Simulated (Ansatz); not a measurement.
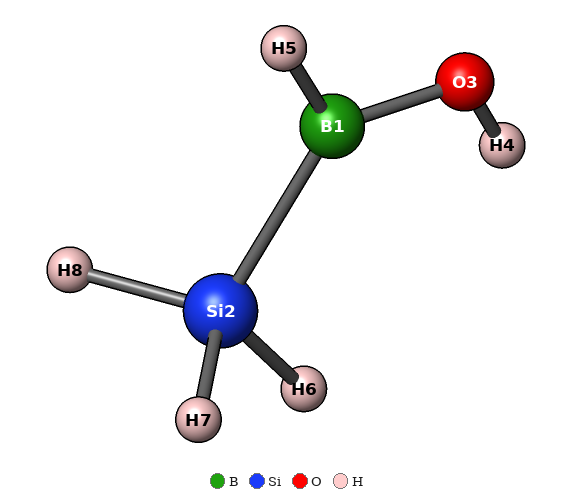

Harmonic vibrations computed with RKS PBE0-D4/def2-TZVP (Ansatz 0.2.0) at a stationary point of the same level.

Minimum or transition state?

Answer. A minimum: no imaginary frequency, and the lowest mode lies at 98 cm⁻¹.

How many vibrational modes are there, and where do they lie?

Answer. 18 modes: 98, 218, 412, 501, 661, 686, 876, 886, 935, 940, 1003, 1181, 1355, 2186, 2210, 2212, 2591, 3856 cm⁻¹.
